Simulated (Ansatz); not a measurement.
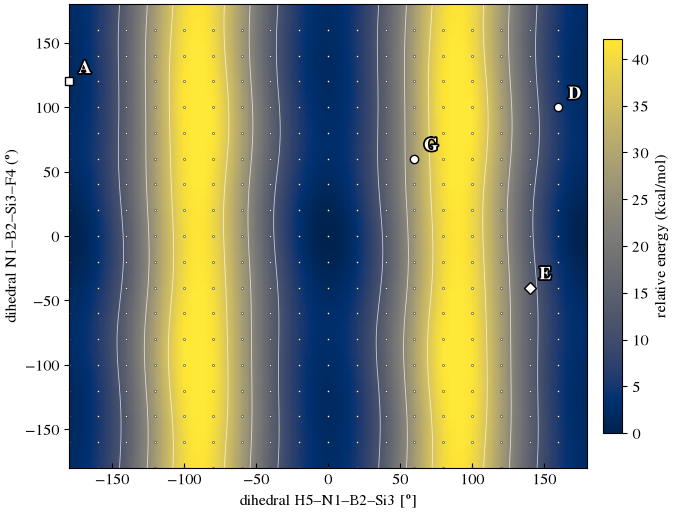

BFH₅NSi, SMILES NB[SiH2]F. The first coordinate is: dihedral H5–N1–B2–Si3; the second: dihedral N1–B2–Si3–F4. Nothing is relaxed (all other coordinates rigid). Grid: 18 × 18 points. Energies: kcal/mol, counted from the lowest grid point. Computed with RKS BHLYP-D4/def2-SVP in Ansatz.

The picture shows a smooth colour map with a few white contour lines, dots at the grid points, lettered points. Between grid points the surface is interpolated.

Is G the lowest point of the computed grid?

No. G lies 28.6 kcal/mol above the lowest grid point, which is at dihedral H5–N1–B2–Si3 = 0°, dihedral N1–B2–Si3–F4 = 0°.

What kind of point is each of A, D, E, G: minimum, saddle, maximum or slope?

A: minimum; D: on a slope; E: on a slope; G: on a slope. (In these two coordinates alone; a stationary point may lie a little off the grid point.)

Rank the lettered points by energy, lowest first.

A (1.9 kcal/mol), D (5.8 kcal/mol), E (14.9 kcal/mol), G (28.6 kcal/mol).
